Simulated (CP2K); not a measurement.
Band structure of CdS (F-43m, 2 atoms in the cell).

```
CdS
1.0
    4.16197     0.00000     0.00000
    2.08098     3.60437     0.00000
    2.08098     1.20146     3.39823
Cd S
1 1
Direct
  0.00000   0.00000   0.00000
  0.25000   0.25000   0.25000
```

Method of the run: CP2K with PBE, GPW, DZVP-MOLOPT-SR-GTH basis, GTH-PBE potentials (GTH_POTENTIALS).

Settings: CUTOFF = 500 Ry; REL_CUTOFF = 40 Ry; KPOINTS/SCHEME = MONKHORST-PACK 5 5 5; XC_FUNCTIONAL = PBE; Cd/BASIS_SET = DZVP-MOLOPT-SR-GTH-q12; Cd/POTENTIAL = GTH-PBE-q12; S/BASIS_SET = DZVP-MOLOPT-SR-GTH-q6; S/POTENTIAL = GTH-PBE-q6; METHOD = GPW; EPS_DEFAULT = 1e-10; EXTRAPOLATION = USE_GUESS; NGRIDS = 5; SCF_GUESS = ATOMIC; EPS_SCF = 1e-07.

The starting cell comes from a database of computed structures (which also holds hypothetical and non-ambient phases and stackings), without a prior relaxation at this level. Values carry the incompleteness of an atom-centred basis.

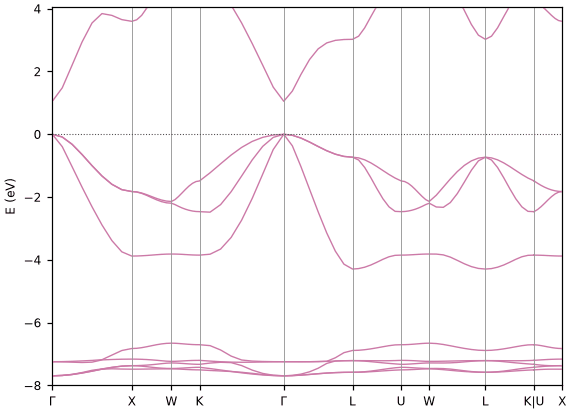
*Bands along the path, energies from the top of the valence band on the SCF mesh.*

Problem. Read off roughly the gap and where its edges lie.

Solution. The gap along the path is about 1.1 eV (computed: 1.05 eV), direct at Γ to within 0.01 eV.

Levels in eV from the top of the valence band on the SCF mesh, bands 6 to 10:
```tsv
point	6	7	8	9	10
Γ	-7.24	0.00	0.00	0.00	1.05
X	-6.82	-3.88	-1.82	-1.82	3.60
W	-6.65	-3.81	-2.20	-2.14	5.51
K	-6.70	-3.85	-2.46	-1.49	4.28
L	-6.89	-4.29	-0.73	-0.73	3.02
U	-6.70	-3.85	-2.46	-1.49	4.28
```

Higher empty bands are left out: an atom-centred basis made for the valence describes them poorly.
